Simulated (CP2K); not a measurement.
Consider vinyl chloride at its PBE geometry (Å).

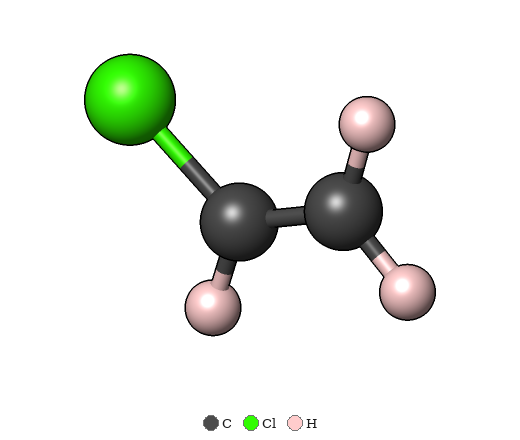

The molecule (carbon dark grey, chlorine green, hydrogen pink).

```xyz
6

C    -0.7336   -0.1335   -0.0370
C     0.5384    0.2548    0.0302
Cl    1.8780   -0.8539    0.0696
H    -1.0194   -1.1832   -0.0737
H    -1.5200    0.6202   -0.0576
H     0.8566    1.2957    0.0685
```

Method: CP2K XAS_TDP, all-electron GAPW, PBEh(45%), aug-pc-2, TDA, GW2X-corrected core level, no relativity.

**Question.** Where do the C K-edge lines lie, and how strong are they?

Leading lines: C1 285.88 eV and C2 286.88 eV. The leading line of an atom is its first one with 35 % of the strongest within 2.5 eV of its lowest line over the strength cut. Core ionisation energies at this level: C1 291.33 and C2 292.50 eV.

The first six lines of each atom with a strength over 0.0015:

| atom | energy (eV) | states | strength, one atom | above the computed threshold |
| --- | --- | --- | --- | --- |
| C1 (bonded to C and 2 H) | 285.88 | 1 | 0.0518 |  |
|  | 289.24 | 1 | 0.0076 |  |
|  | 289.45 | 1 | 0.0167 |  |
|  | 290.04 | 1 | 0.0017 |  |
|  | 290.45 | 1 | 0.0024 |  |
|  | 290.54 | 1 | 0.0048 |  |
| C2 (bonded to C, Cl and H) | 286.88 | 1 | 0.0568 |  |
|  | 288.75 | 1 | 0.0520 |  |
|  | 290.36 | 1 | 0.0122 |  |
|  | 291.32 | 1 | 0.0016 |  |
|  | 292.35 | 1 | 0.0058 |  |
|  | 292.59 | 1 | 0.0023 | yes |

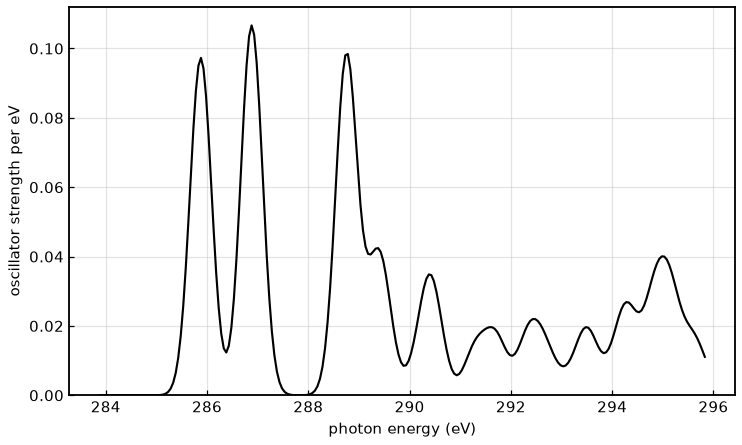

All atoms added, broadened by 0.5 eV.

Lines are vertical, at one geometry, with no vibrational structure. GW2X ionisation energies and lines can be off by 1 to 2 eV either way, and a good line position may hide errors that cancel. These values hold no scalar relativity, about 0.1 eV for C 1s. Rydberg lines, and the discretised continuum above threshold, depend on the basis and the box.

[Banner, clock and machine lines of the logs are left out without a mark of their own.]

[Logs are printed without paths, hosts, clocks, repeated set-up lines and the standing remarks that a program may print on its own settings, such as how far it seeks lower states.]

[Hosts, paths, dates, database ids (printed as entryN), source tags and the programs' standing remarks are cut or masked in the printed files.]
